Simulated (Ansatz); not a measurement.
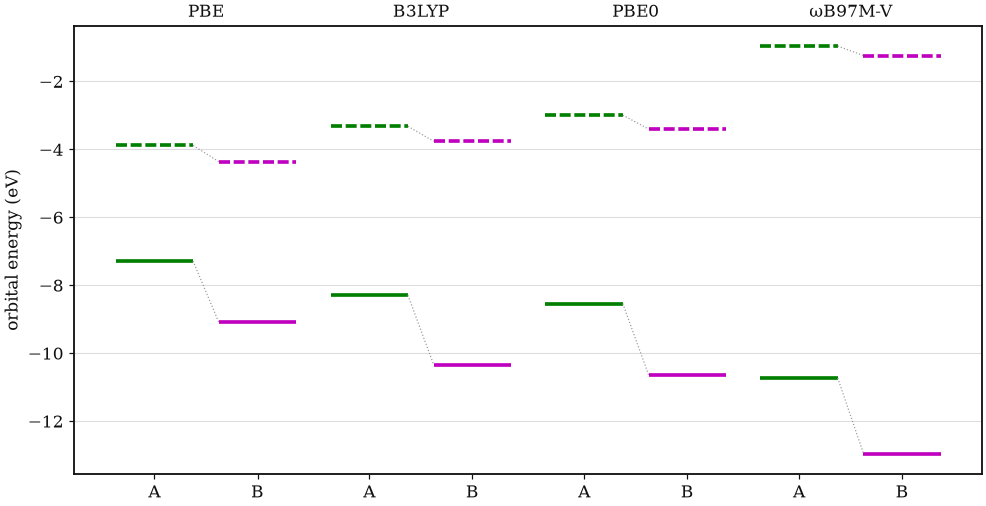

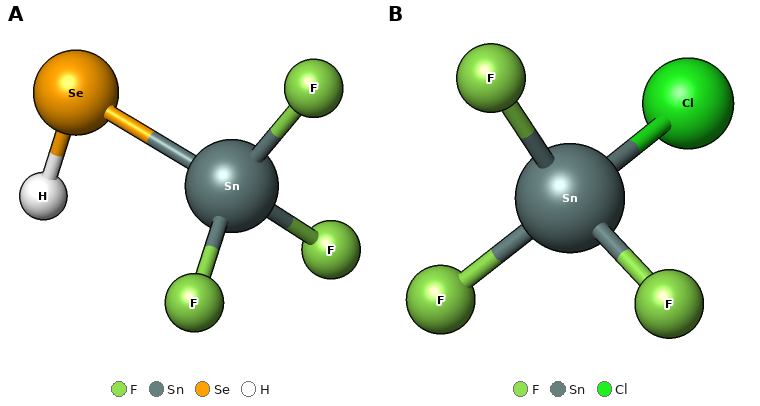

One change: A, SnHSeF₃ (SMILES [F][Sn]([F])([F])[SeH]), becomes B, SnClF₃ (SMILES [F][Sn]([F])([F])[Cl]). SeH on Sn is replaced by Cl. HOMO (solid) and LUMO (dashed) computed in def2-TZVPP at PBE0-D4/def2-TZVP geometries, both minima by their frequencies, gas phase, the Ansatz code 0.2.0.

### What does the change do to HOMO and LUMO?

PBE: the HOMO falls by 1.81 eV, the LUMO falls by 0.48 eV, and the separation goes from 3.40 to 4.73 eV. B3LYP: the HOMO falls by 2.05 eV, the LUMO falls by 0.44 eV, and the separation goes from 4.97 to 6.58 eV. PBE0: the HOMO falls by 2.10 eV, the LUMO falls by 0.41 eV, and the separation goes from 5.55 to 7.24 eV. ωB97M-V: the HOMO falls by 2.23 eV, the LUMO falls by 0.28 eV, and the separation goes from 9.77 to 11.72 eV.

### Do the functionals agree on the effect?

They agree on the direction for both levels; the HOMO shift lies between −2.23 and −1.81 eV and the LUMO shift between −0.48 and −0.28 eV, while the separations themselves differ by up to 7.0 eV between functionals.

Known limits of this run: core potentials past krypton; spin-orbit coupling is left out, and with Sn it can shift these values.
